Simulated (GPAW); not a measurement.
**Hf2NS2 MXene monolayer: simulated STM images**

What would a tunnelling microscope show on Hf2NS2 MXene monolayer?

Main program and level: GPAW 26.7.0; GPAW, PAW setups; layer in a repeated cell with vacuum, relaxation of atoms and in-plane cell, in the first sound run; inputs show where later runs differ.

**1. The starting structure**

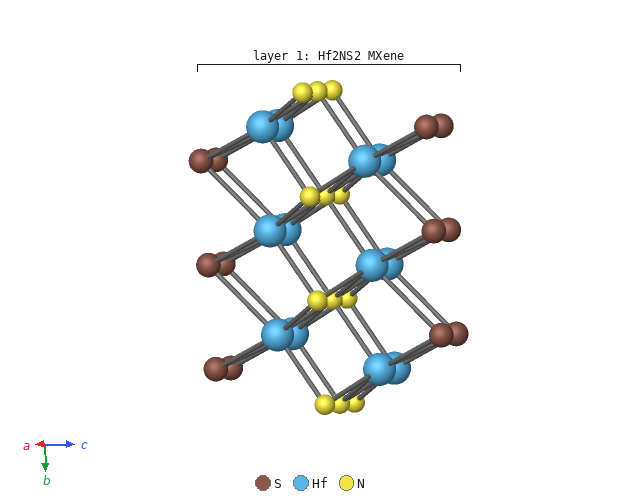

The cell as given, from the side, with the c axis across the page (sulfur brown, hafnium blue, nitrogen yellow). 2×3×1 cells are drawn. Some periodic images of atoms are drawn too.

The cell holds 5 atoms: 2 S, 2 Hf and 1 N. Cell: a = 3.217 Å, b = 3.217 Å, c = 20.248 Å, α = 90.0°, β = 90.0°, γ = 120.0°. Vacuum lies along c.

Coordinates:

```cif
data_structure
_symmetry_space_group_name_H-M 'P 1'
_symmetry_Int_Tables_number 1
_cell_length_a 3.2175
_cell_length_b 3.2175
_cell_length_c 20.2484
_cell_angle_alpha 90.000
_cell_angle_beta 90.000
_cell_angle_gamma 120.000
_cell_volume 181.53
loop_
_atom_site_label
_atom_site_type_symbol
_atom_site_fract_x
_atom_site_fract_y
_atom_site_fract_z
_atom_site_occupancy
S1 S 0.33333 0.66667 0.34571 1
Hf2 Hf 0.66667 0.33333 0.43730 1
N3 N 0.00000 0.00000 0.50000 1
Hf4 Hf 0.33333 0.66667 0.56270 1
S5 S 0.66667 0.33333 0.65430 1
```

**2. Relaxing the atoms**

The atoms are relaxed first, since the surface dipole, and with it the work function, follows the positions of the outer layers.

Input file run.py:

```python
import json
import numpy as np
from ase import Atoms
from ase.filters import FrechetCellFilter
from ase.optimize import BFGS
from gpaw import GPAW, PW

slab = Atoms(
    ['S', 'Hf', 'N', 'Hf', 'S'],
    positions=[
        [-0.00000, 1.85762, 7.00000],
        [1.60875, 0.92881, 8.85468],
        [0.00000, 0.00000, 10.12422],
        [-0.00000, 1.85762, 11.39376],
        [1.60875, 0.92881, 13.24845]],
    cell=[[3.2175, 0.0, 0.0], [-1.60875, 2.78644, 0.0], [0.0, 0.0, 20.2484]],
    pbc=[True, True, True])

slab.calc = GPAW(mode=PW(600), xc='PBE', kpts={'size': (12, 12, 1), 'gamma': True},
                 occupations={'name': 'fermi-dirac', 'width': 0.05}, nbands='160%',
                 convergence={'density': 1e-05}, maxiter=200,
                 symmetry={'tolerance': 1e-3}, txt='slab.txt')
result = {}
# The in-plane cell is free; stress needs a cell that repeats along all three vectors
path = []
opt = BFGS(FrechetCellFilter(slab, mask=[1, 1, 0, 0, 0, 1]), maxstep=0.2)
opt.attach(lambda: path.append((slab.get_potential_energy(), slab.positions.tolist(), slab.get_forces().tolist())))
result['relaxed'] = bool(opt.run(fmax=0.02, steps=45))
result['path'] = path
result['cell'] = slab.cell.tolist()
print('in-plane lattice', slab.cell.cellpar().round(4)[[0, 1, 5]])
energy = slab.get_potential_energy()
fermi = slab.calc.get_fermi_level()
v = slab.calc.get_electrostatic_potential().mean((0, 1)) - fermi
n = slab.calc.get_pseudo_density().mean((0, 1))
L = slab.cell[2, 2]
z = np.arange(len(v)) * L / len(v)
low, high = slab.positions[:, 2].min(), slab.positions[:, 2].max()
below, above = np.interp([low - 4.8, high + 4.8], z, v)
slopes = [np.interp(x, z, np.gradient(v, z)) for x in (low - 4.8, high + 4.8)]
eps = np.array([[slab.calc.get_eigenvalues(k, s) for k in range(len(slab.calc.get_ibz_k_points()))]
                for s in range(slab.calc.get_number_of_spins())]) - fermi
top, bottom = eps[eps < 0].max(), eps[eps > 0].min()
dipole = slab.get_dipole_moment()[2]
print(f'energy {energy:.4f} eV, Fermi level {fermi:.4f} eV, dipole {dipole:.5f} e A')
print(f'potential 4.8 A off the faces, from the Fermi level: lower {below:.4f} eV, upper {above:.4f} eV')
print(f'slope of the potential there: lower {slopes[0]:.5f}, upper {slopes[1]:.5f} eV/A')
print(f'nearest levels on the mesh: {top:.4f} and {bottom:.4f} eV')
print('magnetic moment', round(slab.get_magnetic_moment(), 3))
result.update(energy=energy, fermi=fermi, dipole=dipole, below=below, above=above, slopes=slopes, edges=[top, bottom],
              z=z.tolist(), v=v.tolist(), n=n.tolist(), positions=slab.positions.tolist(),
              forces=slab.get_forces(apply_constraint=False).tolist(), moments=slab.get_magnetic_moments().tolist())
json.dump(result, open('result.json', 'w'))
```

On the command line:

```bash
> OMP_NUM_THREADS=1 OPENBLAS_NUM_THREADS=1 python run.py
```

The log of the run:

```text
Step          Energy          fmax
BFGS:    0      -38.125003        2.494935
BFGS:    1      -38.437236        1.787537
BFGS:    2      -38.773650        1.980837
BFGS:    3      -38.871298        0.972176
BFGS:    4      -38.955211        0.758243
BFGS:    5      -39.176637        0.642954
BFGS:    6      -39.214195        0.416651
BFGS:    7      -39.226272        0.200712
BFGS:    8      -39.229825        0.184294
BFGS:    9      -39.231561        0.162903
BFGS:   10      -39.230516        0.061859
BFGS:   11      -39.230214        0.008182
in-plane lattice [  3.393   3.393 120.   ]
energy -39.2229 eV, Fermi level 0.4386 eV, dipole 0.00055 e A
potential 4.8 A off the faces, from the Fermi level: lower 5.5469 eV, upper 5.5438 eV
slope of the potential there: lower 0.00051, upper 0.00076 eV/A
nearest levels on the mesh: -0.0251 and 0.0152 eV
magnetic moment 0.0
```

Run time: 14 min. Hardware: 1 thread of Arm Neoverse V2, shared host; peak memory 0.45 GiB.

Numbers from this step:

| Quantity | Value |
| --- | --- |
| dipole along the normal | 5.45e-4 e·Å |
| levels nearest the Fermi level on the mesh | -0.02513, 0.01516 eV from the Fermi level |

The electrostatic potential energy of an electron (without an applied field's), less the Fermi level, planar mean oscillates, so the rows of the table below give means over windows of 1.77 Å about each position, cut where the curve ends. Its maxima inside the range that stand out by 2 % of the span (Å: eV): 7.9: -5.85, 9.7: -6.93, 10.5: -6.93, 12.3: -5.85. Its minima: 7.3: -16.0, 8.9: -20.6, 10.1: -11.8, 11.4: -20.6, 13.0: -16.0.

Electrostatic potential energy of an electron (without an applied field's), less the Fermi level, planar mean against z; means over each step:

```csv
z (Å),"electrostatic potential energy of an electron (without an applied field's), less the Fermi level, planar mean (eV)"
0.89,5.55
2.66,5.55
4.43,5.53
6.20,1.72
7.97,-12.2
9.74,-11.1
11.51,-13.1
13.28,-5.84
15.05,5.36
16.82,5.54
18.59,5.54
```

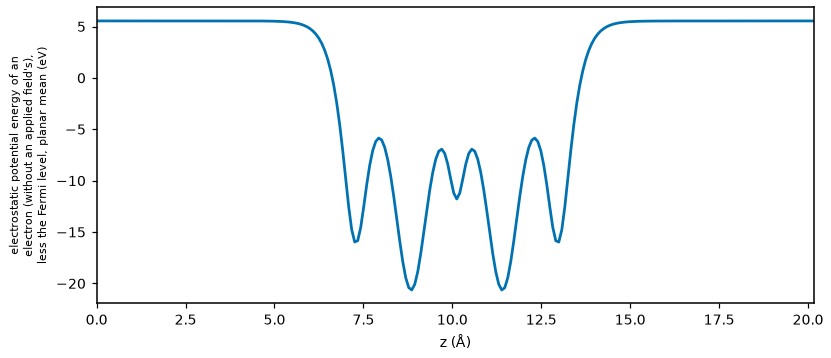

Electrostatic potential energy of an electron (without an applied field's), less the Fermi level, planar mean, plotted against z.

The pseudo valence density, planar mean oscillates, so the rows of the table below give means over windows of 1 Å about each position, cut where the curve ends. Its maxima inside the range that stand out by 2 % of the span (Å: e/Å³): 7.6: 0.455, 8.8: 1.03, 10.1: 0.615, 11.5: 1.03, 12.7: 0.455. Its minima: 7.9: 0.429, 9.6: 0.493, 10.6: 0.493, 12.3: 0.429.

The pseudo valence density, planar mean by z; means over each step:

```csv
z (Å),"pseudo valence density, planar mean (e/Å³)"
3,4.6e-6
4,1.1e-4
5,0.00272
6,0.0648
7,0.340
8,0.488
9,0.813
10,0.566
11,0.724
12,0.594
13,0.390
14,0.122
15,0.00597
16,2.4e-4
17,9.9e-6
```

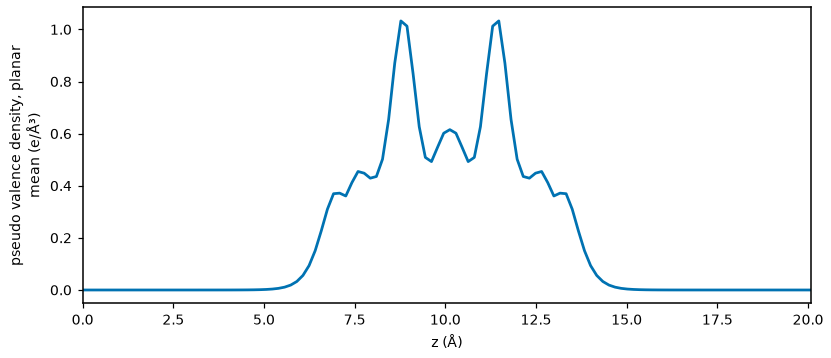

Pseudo valence density, planar mean, plotted against z.

The relaxation lowered the energy of the cell by 1.11 eV (energies extrapolated to zero smearing; the optimiser's log prints free energies). The largest force left on a free atom is 0.0082 eV/Å.

**3. The slab's potential**

With the geometry fixed, the planar mean of the potential gives the vacuum level on each side.

This step: GPAW, PAW setups; slab in vacuum (GPAW 26.7.0).

The cell differs from the one that the last finished run ended in (c 20.248 → 19.699 Å).

Input file run.py:

```python
import json
import numpy as np
from ase import Atoms
from ase.dft.stm import STM
from gpaw import GPAW, PW

slab = Atoms(
    ['S', 'Hf', 'N', 'Hf', 'S'],
    positions=[
        [0.00000, 1.95896, 7.00000],
        [1.69652, 0.97948, 8.56495],
        [0.00000, -0.00000, 9.84956],
        [0.00000, 1.95896, 11.13418],
        [1.69652, 0.97948, 12.69914]],
    cell=[[3.39303, -0.0, 0.0], [-1.69652, 2.93846, 0.0], [0.0, 0.0, 19.6991]],
    pbc=[True, True, False])

slab.calc = GPAW(mode=PW(500), xc='PBE', kpts={'size': (12, 12, 1), 'gamma': True},
                 occupations={'name': 'fermi-dirac', 'width': 0.05}, nbands='160%',
                 convergence={'density': 1e-05}, maxiter=200,
                 poissonsolver={'dipolelayer': 'xy'},
                 symmetry={'tolerance': 1e-3}, txt='slab.txt')
result = {}
energy = slab.get_potential_energy()
fermi = slab.calc.get_fermi_level()
v = slab.calc.get_electrostatic_potential().mean((0, 1)) - fermi
n = slab.calc.get_pseudo_density().mean((0, 1))
L = slab.cell[2, 2]
z = np.arange(len(v)) * L / len(v)
low, high = slab.positions[:, 2].min(), slab.positions[:, 2].max()
below, above = np.interp([low - 4.8, high + 4.8], z, v)
slopes = [np.interp(x, z, np.gradient(v, z)) for x in (low - 4.8, high + 4.8)]
eps = np.array([[slab.calc.get_eigenvalues(k, s) for k in range(len(slab.calc.get_ibz_k_points()))]
                for s in range(slab.calc.get_number_of_spins())]) - fermi
top, bottom = eps[eps < 0].max(), eps[eps > 0].min()
dipole = slab.get_dipole_moment()[2]
print(f'energy {energy:.4f} eV, Fermi level {fermi:.4f} eV, dipole {dipole:.5f} e A')
print(f'potential 4.8 A off the faces, from the Fermi level: lower {below:.4f} eV, upper {above:.4f} eV')
print(f'slope of the potential there: lower {slopes[0]:.5f}, upper {slopes[1]:.5f} eV/A')
print(f'nearest levels on the mesh: {top:.4f} and {bottom:.4f} eV')
print('magnetic moment', round(slab.get_magnetic_moment(), 3))
result.update(energy=energy, fermi=fermi, dipole=dipole, below=below, above=above, slopes=slopes, edges=[top, bottom],
              z=z.tolist(), v=v.tolist(), n=n.tolist(), positions=slab.positions.tolist(),
              forces=slab.get_forces(apply_constraint=False).tolist(), moments=slab.get_magnetic_moments().tolist())

# Images need the states of the whole zone, up to time reversal
slab.calc = slab.calc.fixed_density(symmetry={'point_group': False}, txt='states.txt', nbands='220%',
                                    convergence={'bands': 'CBM+0.8'})
stm = STM(slab)
result['stm'] = []
for bias in [-0.5, 0.5]:
    height = high + 4.0
    current = stm.get_averaged_current(bias, height)
    x, y, h = stm.scan(bias, current)
    i, f = divmod(height / L * stm.ldos.shape[2], 1)
    I = abs((1 - f) * stm.ldos[:, :, int(i)] + f * stm.ldos[:, :, int(i) + 1])
    print(f'bias {bias} V: mean current at 4.0 A {current:.4e}, corrugation {np.ptp(h):.4f} A')
    result['stm'].append(dict(bias=bias, current=current, h=(h - high).tolist(), I=I.tolist()))
json.dump(result, open('result.json', 'w'))
```

The log of the run:

```text
energy -38.7960 eV, Fermi level 0.6067 eV, dipole 0.00036 e A
potential 4.8 A off the faces, from the Fermi level: lower 5.5511 eV, upper 5.5416 eV
slope of the potential there: lower -0.00025, upper 0.00025 eV/A
nearest levels on the mesh: -0.0284 and 0.0164 eV
magnetic moment 0.0
bias -0.5 V: mean current at 4.0 A 2.9345e-07, corrugation 0.2350 A
bias 0.5 V: mean current at 4.0 A 7.2377e-07, corrugation 0.1965 A
```

Wall time 5.4 min (1 thread); peak memory 0.68 GiB.

Numbers from this step:

```yaml
dipole_along_the_normal: 3.55e-4 e·Å
levels_nearest_the_fermi_level_on_the_mesh: -0.02836, 0.01642 eV from the Fermi level
upper_work_function: 5.542 eV
lower_work_function: 5.551 eV
corrugation_minus_0p5: 0.2350 Å
corrugation_0p5: 0.1965 Å
```

The electrostatic potential energy of an electron (without an applied field's), less the Fermi level, planar mean oscillates, so the rows of the table below give means over windows of 1.69 Å about each position, cut where the curve ends. Its maxima inside the range that stand out by 2 % of the span (Å: eV): 7.7: -5.87, 9.4: -6.99, 10.3: -6.99, 12.0: -5.87. Its minima: 7.0: -16.0, 8.5: -20.6, 9.8: -11.8, 11.2: -20.6, 12.7: -16.0.

Table of electrostatic potential energy of an electron (without an applied field's), less the Fermi level, planar mean by z; means over each step:

| z (Å) | electrostatic potential energy of an electron (without an applied field's), less the Fermi level, planar mean (eV) |
| --- | --- |
| 0.84 | 5.55 |
| 2.54 | 5.55 |
| 4.23 | 5.53 |
| 5.92 | 2.00 |
| 7.61 | -11.6 |
| 9.30 | -12.3 |
| 10.99 | -13.5 |
| 12.68 | -7.96 |
| 14.37 | 4.94 |
| 16.05 | 5.54 |
| 17.75 | 5.54 |
| 19.44 | 5.54 |

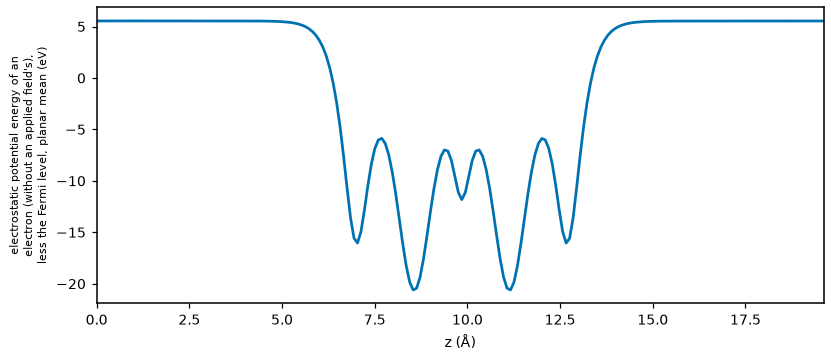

Electrostatic potential energy of an electron (without an applied field's), less the Fermi level, planar mean, plotted against z.

The pseudo valence density, planar mean oscillates, so the rows of the table below give means over windows of 1 Å about each position, cut where the curve ends. Its maxima inside the range that stand out by 2 % of the span (Å: e/Å³): 7.3: 0.455, 8.6: 1.04, 9.9: 0.609, 11.1: 1.04, 12.4: 0.455. Its minima: 7.7: 0.427, 9.4: 0.502, 10.3: 0.502, 12.0: 0.427.

The pseudo valence density, planar mean by z; means over each step:

```
z (Å)  pseudo valence density, planar mean (e/Å³)
    3                                      1.1e-5
    4                                      2.5e-4
    5                                     0.00677
    6                                       0.131
    7                                       0.392
    8                                       0.609
    9                                       0.713
   10                                       0.564
   11                                       0.818
   12                                       0.481
   13                                       0.335
   14                                      0.0592
   15                                     0.00251
   16                                      1.0e-4
```

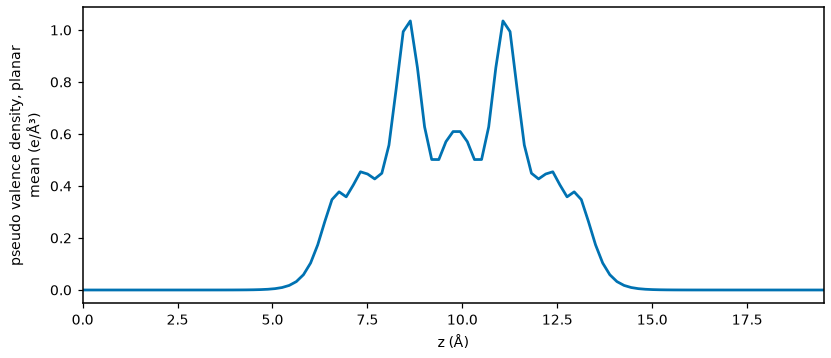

Pseudo valence density, planar mean against z.

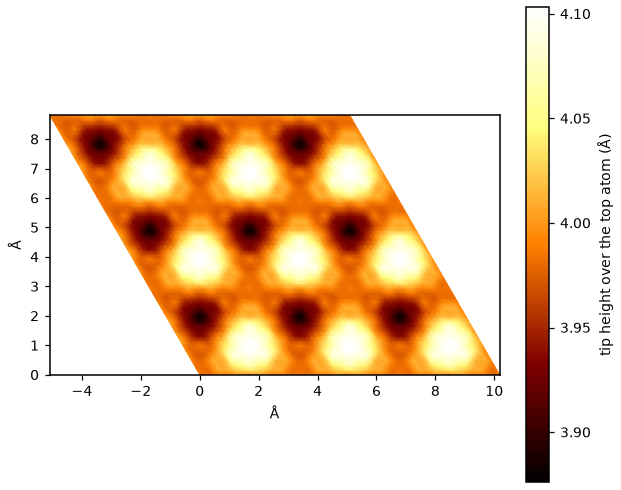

Tip height over the top atom over a1 and a2. Sample bias -0.5 V, constant current at the mean current 4.0 Å over the top atom. The cell is repeated, with its origin at the lower left corner.

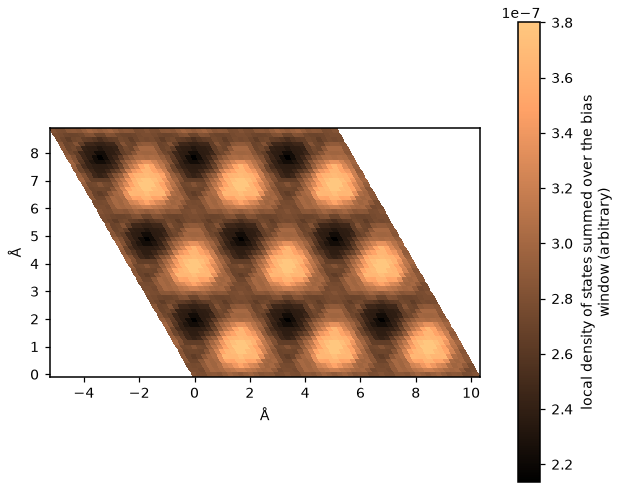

Local density of states summed over the bias window over a1 and a2. Sample bias -0.5 V, constant height 4.0 Å over the top atom. The cell is repeated, with its origin at the lower left corner.

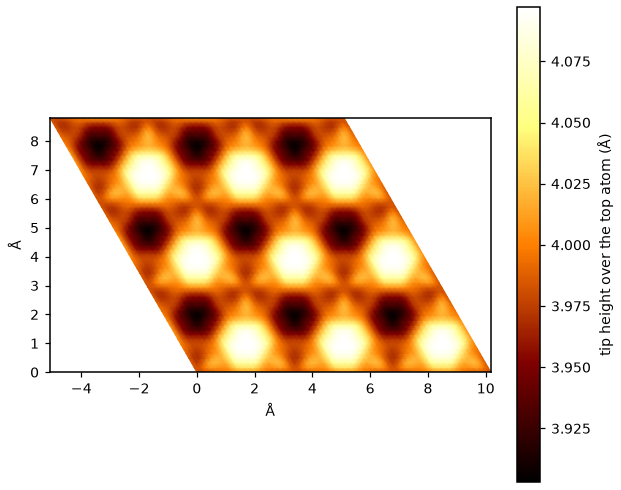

Tip height over the top atom over a1 and a2. Sample bias 0.5 V, constant current at the mean current 4.0 Å over the top atom. The cell is repeated, with its origin at the lower left corner.

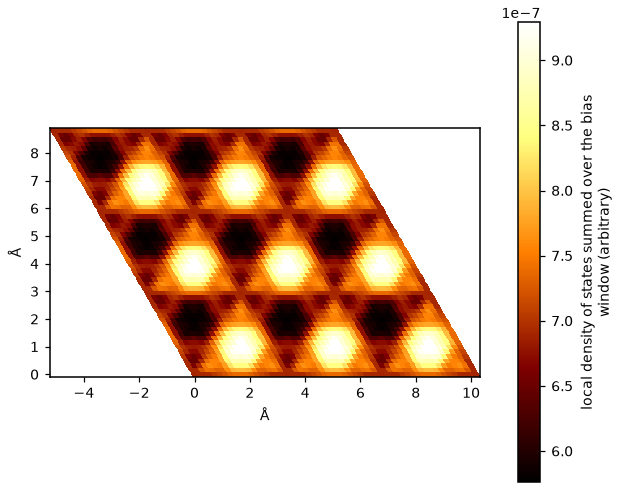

Local density of states summed over the bias window over a1 and a2. Sample bias 0.5 V, constant height 4.0 Å over the top atom. The cell is repeated, with its origin at the lower left corner.

The potential is flat to 2.5e-4 eV/Å where it is read, so the vacuum is wide enough.

**4. Summary of results**

| Property | Result |
| --- | --- |
| work function, upper and lower face | 5.542 and 5.551 eV |
| dipole along the normal | 3.6e-4 e Å, near the numerical noise |
| corrugation at -0.5 V | 0.235 Å |
| corrugation at 0.5 V | 0.196 Å |

**Reading.** The corrugation at constant current is largest at -0.5 V, where the tip height varies by 0.23 Å over the cell. Negative sample bias images filled states, positive bias empty ones. The images are of Tersoff-Hamann type: an s-wave tip, no tip-sample forces, heights closer than in a microscope. The starting lattice was a guess from atomic radii; the relaxation moved it by 5 %. The small printed dipole stands for a step of -6.4 meV from the lower to the upper face, and the probes find -9.5 meV; values this small are near the numerical noise of both. The cell holds an odd number of electrons, so without spin polarisation it must come out metallic and without a moment, whatever its true state. The layer's cell and atoms come from the relaxation; spin-orbit coupling and temperature are left out.

[Logs are printed without paths, hosts, clocks, repeated set-up lines and the standing remarks that a program may print on its own settings, such as how far it seeks lower states.]

[Hosts, paths, dates, database ids (printed as entryN), source tags and the programs' standing remarks are cut or masked in the printed files.]
